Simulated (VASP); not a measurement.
Band structure of YN (relaxed from the NiAs structure, space group P6_3/mmc). All values below come from r2SCAN meta-GGA, VASP's PBE PAW potentials (set 64) (plane waves; VASP).

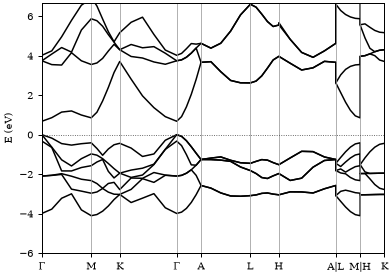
Fig. 1. Bands along high-symmetry lines, zero at the valence-band maximum or, without a gap, the Fermi level

Question: Read the plot: is there a gap, and where are the band edges?

Answer: The gap is direct, 0.68 eV, from the valence maximum at Γ to the conduction minimum at Γ.

The structure was generated: YN was put into the NiAs type (P6_3/mmc), which need not be its known phase. It was relaxed first, which changed the volume by -27 %.
